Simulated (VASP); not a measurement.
Band structure of Sc3TlB (space group Pm-3m). Method: LDA (Ceperley-Alder, Perdew-Zunger), VASP's LDA PAW potentials (set 64) (plane waves; VASP).

Unless said otherwise, spin-orbit coupling is left out, though it shifts the bands of the heavy elements here.

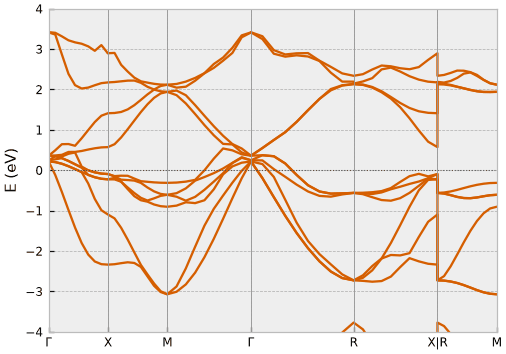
Fig. 1. Bands along high-symmetry lines, zero at the valence-band maximum or, without a gap, the Fermi level

### Question
Read the plot: is there a gap, and where are the band edges?

### Answer
It has no gap at this level: it comes out as a metal or semimetal.

The structure comes from a measured Sc3TlB entry of the Crystallography Open Database, whose conditions weren't checked. The cell was not relaxed at this level. The electron count is odd and the run is not spin-polarised, which forces a metal.
